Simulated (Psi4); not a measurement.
## HF$_{2}$ (charge −1): molecular dynamics (part 2 of 2)

The same run, continued: HF$_{2}$, charge −1, SMILES F[H-]F; B3LYP/cc-pVTZ, RKS, dispersion D3(BJ) (Psi4 1.11). The geometry comes from this level: PBE0-D4/def2-TZVPD.

Geometry of the input (Å):
```
F  -0.9732  0.3444  -0.4910
H  -0.0000  0.0000  -0.0000
F  0.9732  -0.3444  0.4910
```

Standard output
```
step   0  Epot   -5453.850070  Ekin  0.155598  Etot   -5453.694472 eV  T   401.3 K
step   1  Epot   -5453.847843  Ekin  0.153351  Etot   -5453.694492 eV  T   395.5 K
step   2  Epot   -5453.842275  Ekin  0.147774  Etot   -5453.694501 eV  T   381.1 K
step   3  Epot   -5453.833378  Ekin  0.138886  Etot   -5453.694492 eV  T   358.2 K
step   4  Epot   -5453.821484  Ekin  0.127029  Etot   -5453.694455 eV  T   327.6 K
step   5  Epot   -5453.807356  Ekin  0.112971  Etot   -5453.694384 eV  T   291.3 K
step   6  Epot   -5453.792254  Ekin  0.097971  Etot   -5453.694283 eV  T   252.6 K
step   7  Epot   -5453.777872  Ekin  0.083705  Etot   -5453.694167 eV  T   215.9 K
step   8  Epot   -5453.766090  Ekin  0.072027  Etot   -5453.694062 eV  T   185.7 K
step   9  Epot   -5453.758565  Ekin  0.064566  Etot   -5453.693999 eV  T   166.5 K
step  10  Epot   -5453.756293  Ekin  0.062297  Etot   -5453.693996 eV  T   160.7 K
step  11  Epot   -5453.759320  Ekin  0.065267  Etot   -5453.694053 eV  T   168.3 K
step  12  Epot   -5453.766750  Ekin  0.072599  Etot   -5453.694151 eV  T   187.2 K
step  13  Epot   -5453.777034  Ekin  0.082772  Etot   -5453.694262 eV  T   213.5 K
step  14  Epot   -5453.788388  Ekin  0.094027  Etot   -5453.694361 eV  T   242.5 K
step  15  Epot   -5453.799167  Ekin  0.104731  Etot   -5453.694437 eV  T   270.1 K
step  16  Epot   -5453.808073  Ekin  0.113586  Etot   -5453.694488 eV  T   292.9 K
step  17  Epot   -5453.814202  Ekin  0.119683  Etot   -5453.694519 eV  T   308.6 K
step  18  Epot   -5453.816995  Ekin  0.122460  Etot   -5453.694536 eV  T   315.8 K
step  19  Epot   -5453.816181  Ekin  0.121642  Etot   -5453.694538 eV  T   313.7 K
step  20  Epot   -5453.811769  Ekin  0.117247  Etot   -5453.694523 eV  T   302.4 K
step  21  Epot   -5453.804124  Ekin  0.109645  Etot   -5453.694479 eV  T   282.8 K
step  22  Epot   -5453.794073  Ekin  0.099672  Etot   -5453.694400 eV  T   257.0 K
step  23  Epot   -5453.782984  Ekin  0.088694  Etot   -5453.694289 eV  T   228.7 K
step  24  Epot   -5453.772695  Ekin  0.078532  Etot   -5453.694164 eV  T   202.5 K
step  25  Epot   -5453.765225  Ekin  0.071171  Etot   -5453.694055 eV  T   183.5 K
```

Trajectory as extended XYZ (Å, eV, eV/Å), 26 frames, from step=0 to step=25
```
3
Properties=species:S:1:pos:R:3:forces:R:3 step=0 energy=-5453.85011
F    -0.9732    0.3444   -0.4910   -0.1264   0.0447  -0.0638
H     0.0000    0.0000    0.0000    0.0000   0.0000   0.0000
F     0.9732   -0.3444    0.4910    0.1264  -0.0447   0.0638
3
Properties=species:S:1:pos:R:3:forces:R:3 step=1 energy=-5453.84789
F    -0.9700    0.3438   -0.4919   -0.2412   0.0744  -0.1470
H    -0.0124    0.0008   -0.0142    0.1139  -0.0181   0.1073
F     0.9707   -0.3439    0.4927    0.1273  -0.0563   0.0397
3
Properties=species:S:1:pos:R:3:forces:R:3 step=2 energy=-5453.84232
F    -0.9669    0.3432   -0.4928   -0.3814   0.1139  -0.2418
H    -0.0245    0.0016   -0.0281    0.2404  -0.0418   0.2187
F     0.9682   -0.3433    0.4943    0.1410  -0.0721   0.0232
3
Properties=species:S:1:pos:R:3:forces:R:3 step=3 energy=-5453.83342
F    -0.9638    0.3427   -0.4938   -0.5458   0.1634  -0.3470
H    -0.0360    0.0023   -0.0415    0.3807  -0.0723   0.3334
F     0.9657   -0.3428    0.4960    0.1651  -0.0910   0.0137
3
Properties=species:S:1:pos:R:3:forces:R:3 step=4 energy=-5453.82153
F    -0.9608    0.3422   -0.4948   -0.7299   0.2217  -0.4595
H    -0.0467    0.0029   -0.0540    0.5333  -0.1098   0.4495
F     0.9632   -0.3423    0.4977    0.1967  -0.1118   0.0102
3
Properties=species:S:1:pos:R:3:forces:R:3 step=5 energy=-5453.80740
F    -0.9578    0.3416   -0.4959   -0.9248   0.2858  -0.5745
H    -0.0560    0.0031   -0.0655    0.6921  -0.1523   0.5633
F     0.9608   -0.3418    0.4993    0.2327  -0.1333   0.0113
3
Properties=species:S:1:pos:R:3:forces:R:3 step=6 energy=-5453.79230
F    -0.9550    0.3412   -0.4970   -1.1167   0.3507  -0.6851
H    -0.0637    0.0030   -0.0757    0.8464  -0.1961   0.6698
F     0.9584   -0.3413    0.5010    0.2703  -0.1546   0.0155
3
Properties=species:S:1:pos:R:3:forces:R:3 step=7 energy=-5453.77792
F    -0.9523    0.3407   -0.4982   -1.2884   0.4100  -0.7835
H    -0.0694    0.0025   -0.0843    0.9815  -0.2351   0.7624
F     0.9560   -0.3409    0.5027    0.3069  -0.1747   0.0213
3
Properties=species:S:1:pos:R:3:forces:R:3 step=8 energy=-5453.76613
F    -0.9498    0.3404   -0.4996   -1.4217   0.4561  -0.8615
H    -0.0727    0.0013   -0.0910    1.0811  -0.2629   0.8343
F     0.9537   -0.3404    0.5044    0.3407  -0.1931   0.0274
3
Properties=species:S:1:pos:R:3:forces:R:3 step=9 energy=-5453.75861
F    -0.9475    0.3400   -0.5010   -1.5013   0.4829  -0.9124
H    -0.0734   -0.0004   -0.0957    1.1308  -0.2733   0.8795
F     0.9514   -0.3400    0.5061    0.3705  -0.2095   0.0331
3
Properties=species:S:1:pos:R:3:forces:R:3 step=10 energy=-5453.75634
F    -0.9454    0.3398   -0.5025   -1.5186   0.4865  -0.9328
H    -0.0714   -0.0029   -0.0984    1.1226  -0.2626   0.8950
F     0.9492   -0.3396    0.5077    0.3961  -0.2239   0.0380
3
Properties=species:S:1:pos:R:3:forces:R:3 step=11 energy=-5453.75936
F    -0.9434    0.3396   -0.5042   -1.4745   0.4667  -0.9231
H    -0.0668   -0.0059   -0.0989    1.0564  -0.2303   0.8810
F     0.9470   -0.3393    0.5094    0.4181  -0.2363   0.0423
3
Properties=species:S:1:pos:R:3:forces:R:3 step=12 energy=-5453.76679
F    -0.9417    0.3395   -0.5060   -1.3785   0.4272  -0.8876
H    -0.0596   -0.0095   -0.0972    0.9405  -0.1798   0.8407
F     0.9448   -0.3390    0.5111    0.4380  -0.2474   0.0470
3
Properties=species:S:1:pos:R:3:forces:R:3 step=13 energy=-5453.77708
F    -0.9401    0.3394   -0.5079   -1.2468   0.3743  -0.8330
H    -0.0502   -0.0135   -0.0936    0.7885  -0.1166   0.7794
F     0.9427   -0.3387    0.5128    0.4583  -0.2577   0.0537
3
Properties=species:S:1:pos:R:3:forces:R:3 step=14 energy=-5453.78843
F    -0.9387    0.3393   -0.5099   -1.0976   0.3155  -0.7672
H    -0.0388   -0.0178   -0.0881    0.6152  -0.0473   0.7026
F     0.9407   -0.3384    0.5146    0.4824  -0.2682   0.0647
3
Properties=species:S:1:pos:R:3:forces:R:3 step=15 energy=-5453.79921
F    -0.9374    0.3393   -0.5120   -0.9477   0.2577  -0.6976
H    -0.0260   -0.0222   -0.0809    0.4335   0.0225   0.6148
F     0.9388   -0.3382    0.5163    0.5143  -0.2801   0.0829
3
Properties=species:S:1:pos:R:3:forces:R:3 step=16 energy=-5453.80812
F    -0.9362    0.3394   -0.5142   -0.8100   0.2062  -0.6297
H    -0.0122   -0.0266   -0.0723    0.2516   0.0887   0.5185
F     0.9369   -0.3380    0.5180    0.5584  -0.2948   0.1114
3
Properties=species:S:1:pos:R:3:forces:R:3 step=17 energy=-5453.81425
F    -0.9352    0.3394   -0.5164   -0.6924   0.1642  -0.5675
H     0.0022   -0.0308   -0.0624    0.0732   0.1494   0.4145
F     0.9350   -0.3378    0.5197    0.6191  -0.3135   0.1531
3
Properties=species:S:1:pos:R:3:forces:R:3 step=18 energy=-5453.81704
F    -0.9342    0.3395   -0.5188   -0.5984   0.1331  -0.5129
H     0.0169   -0.0346   -0.0515   -0.1021   0.2047   0.3023
F     0.9333   -0.3377    0.5215    0.7004  -0.3378   0.2107
3
Properties=species:S:1:pos:R:3:forces:R:3 step=19 energy=-5453.81622
F    -0.9333    0.3396   -0.5212   -0.5277   0.1127  -0.4664
H     0.0312   -0.0379   -0.0399   -0.2771   0.2559   0.1809
F     0.9316   -0.3376    0.5233    0.8047  -0.3684   0.2857
3
Properties=species:S:1:pos:R:3:forces:R:3 step=20 energy=-5453.81181
F    -0.9324    0.3398   -0.5236   -0.4778   0.1016  -0.4275
H     0.0449   -0.0406   -0.0279   -0.4542   0.3044   0.0500
F     0.9301   -0.3376    0.5251    0.9319  -0.4059   0.3777
3
Properties=species:S:1:pos:R:3:forces:R:3 step=21 energy=-5453.80417
F    -0.9317    0.3399   -0.5262   -0.4447   0.0980  -0.3950
H     0.0575   -0.0425   -0.0157   -0.6336   0.3513  -0.0885
F     0.9286   -0.3376    0.5270    1.0781  -0.4492   0.4837
3
Properties=species:S:1:pos:R:3:forces:R:3 step=22 energy=-5453.79412
F    -0.9310    0.3400   -0.5287   -0.4238   0.0999  -0.3671
H     0.0686   -0.0436   -0.0038   -0.8109   0.3962  -0.2302
F     0.9273   -0.3377    0.5289    1.2346  -0.4959   0.5975
3
Properties=species:S:1:pos:R:3:forces:R:3 step=23 energy=-5453.78303
F    -0.9303    0.3402   -0.5313   -0.4105   0.1051  -0.3423
H     0.0778   -0.0438    0.0076   -0.9768   0.4367  -0.3672
F     0.9262   -0.3379    0.5309    1.3872  -0.5417   0.7096
3
Properties=species:S:1:pos:R:3:forces:R:3 step=24 energy=-5453.77274
F    -0.9297    0.3403   -0.5340   -0.4007   0.1120  -0.3186
H     0.0846   -0.0429    0.0181   -1.1170   0.4686  -0.4896
F     0.9252   -0.3381    0.5330    1.5176  -0.5804   0.8082
3
Properties=species:S:1:pos:R:3:forces:R:3 step=25 energy=-5453.76527
F    -0.9291    0.3405   -0.5367   -0.3910   0.1191  -0.2945
H     0.0888   -0.0410    0.0275   -1.2154   0.4862  -0.5867
F     0.9244   -0.3384    0.5352    1.6063  -0.6052   0.8812
```

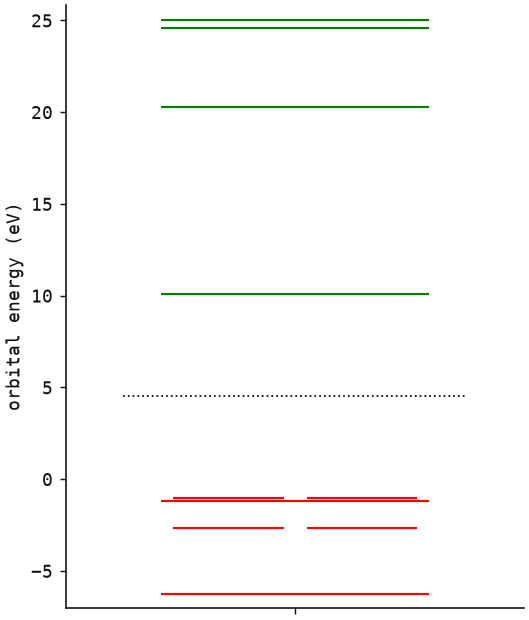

*Orbital energies near the frontier; the dotted line parts filled from empty levels, and levels within 0.02 eV of each other stand side by side.*

Highest filled −1.02 eV, lowest empty 10.11 eV, 11.13 eV apart.

Key numbers

| quantity | value |
| --- | --- |
| outcome | finished |
| trajectory | 26 frames kept |
| potential energy (last step) | −200.422177 hartree |
| dispersion energy (last step) | −0.000623 hartree |
| basis functions (last step) | 74 |
| HOMO (last step) | −1.02 eV |
| LUMO (last step) | 10.11 eV |
| wall time | 39 s |
| peak memory | 0.61 GiB |
